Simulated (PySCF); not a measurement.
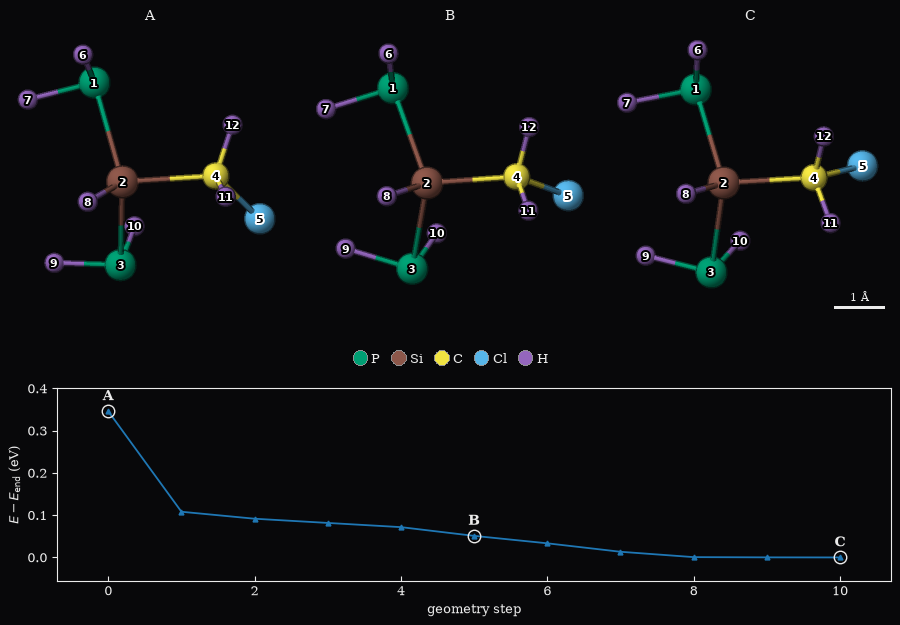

Frames of a relaxation of CH7ClP2Si, marked on the history of the run. A ball-and-stick model, seen at a tilt.

The start comes from GFN2-xTB. Its atoms were then displaced at random by about 0.01 Å.

The calculation used PBE0-D3(BJ)/def2-SVP geometry optimisation, gas phase in PySCF. 

**Describe the path.**

The largest move after the best rigid fit is that of Cl5, 1.10 Å. By element the largest moves are Cl 1.10 Å, H 0.78 Å, P 0.29 Å, C 0.05 Å, Si 0.04 Å. Some distances before and after: P3–Cl5 3.071 → 3.778 Å, Si2–C4 1.958 → 1.898 Å, P1–H6 1.373 → 1.432 Å, C4–H11 1.056 → 1.100 Å. Among the angles between lasting bonds that change: P3–Si2–C4 102.4° → 107.1°, P1–Si2–P3 115.8° → 111.8°, Si2–P3–H9 96.6° → 93.8°. Groups turn about Si2–C4 by about 50°. The energy falls by 0.346 eV in 10 geometry steps. The run took 120 s on 1 thread of Arm Neoverse N1 (shared host). From step 0 to 5: Cl5 moves most (0.52 Å), energy −0.295 eV. From step 5 to 10: Cl5 moves most (0.61 Å), energy −0.051 eV.

```csv
step,"E − E(0), eV"
0,0.0000
1,-0.2380
2,-0.2545
3,-0.2644
4,-0.2744
5,-0.2951
6,-0.3127
7,-0.3327
8,-0.3454
9,-0.3459
10,-0.3461
```
